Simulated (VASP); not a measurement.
Band structure of Y (hcp). Level of theory: LDA (Ceperley-Alder, Perdew-Zunger) with spin-orbit coupling, VASP's LDA PAW potentials (set 64) (plane waves; VASP).

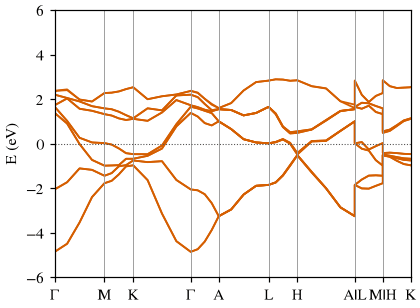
*Bands along high-symmetry lines, zero at the valence-band maximum or, without a gap, the Fermi level*

**Question.** Read the plot: is there a gap, and where are the band edges?

**Answer.** It has no gap at this level: it comes out as a metal or semimetal.

The compound is Y in the hcp structure. It was relaxed first, which changed the volume by -10 %.
